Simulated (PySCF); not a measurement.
# CHNSm (Sm(HCN)3+): the cost of one run

The runs use PySCF 2.14.0; PBE0, Sm lcecp-1-SVP with ECP51, N def2-SVP, C def2-SVP, H def2-SVP; scalar-relativistic core potentials, no spin–orbit coupling.

1 further run of the same task is left out (for a known fault of the program).

### 1 The system as given

4 atoms, charge 3, spin multiplicity 1.

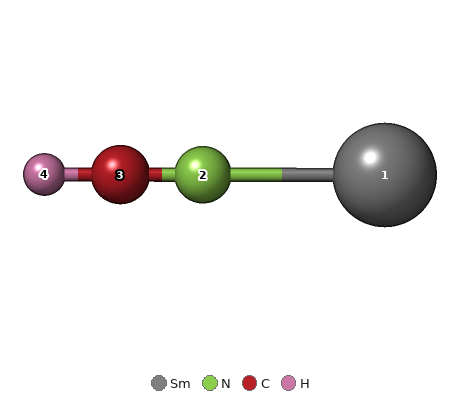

As it starts; samarium grey, nitrogen green, carbon red, hydrogen pink; atoms are numbered from 1 in the order of the file.

Geometry (Å):

```xyz
4
charge 3, multiplicity 1
Sm    0.0000    0.0000    0.0000
N     0.0000    0.0000    2.5575
C     0.0000    0.0000    3.7175
H     0.0000    0.0000    4.7875
```

Formal oxidation states: Sm +3. Each metal's 5 4f electrons lie in its core potential, so multiplicities, spins and levels count the valence alone.

### 2 SCF at the start, singlet

File run.py (the lines that set the calculation):

```python
mol = gto.M(atom='''
Sm     0.00000     0.00000     0.00000
N      0.00000     0.00000     2.55750
C      0.00000     0.00000     3.71750
H      0.00000     0.00000     4.78750''',
    basis={'Sm': 'lcecp-1-SVP', 'N': 'def2-SVP', 'C': 'def2-SVP', 'H': 'def2-SVP'},
    ecp={'Sm': 'lcecp-1-SVP'},
    charge=3, spin=0)
mf = dft.RKS(mol, xc='PBE0')
mf.grids.atom_grid = (50, 194)  # f atoms: unpruned, at least (60, 302)
mf = mf.density_fit()  # fitting sets: Sm AutoAux, N def2-universal-JKFIT, C def2-universal-JKFIT, H def2-universal-JKFIT
mf.conv_tol = 1e-08; mf.max_cycle = 55
mf.kernel(dm0)  # dm0: free metal ions and neutral atoms
```

Launch:

```
> OMP_NUM_THREADS=2 python run.py
```

**Question.** How long does this run take on 2 threads of Intel Xeon at 2.50GHz (Skylake/Cascade Lake), shared host, and how much memory does it need?

About 5.2 s, with a peak of 0.35 GiB.
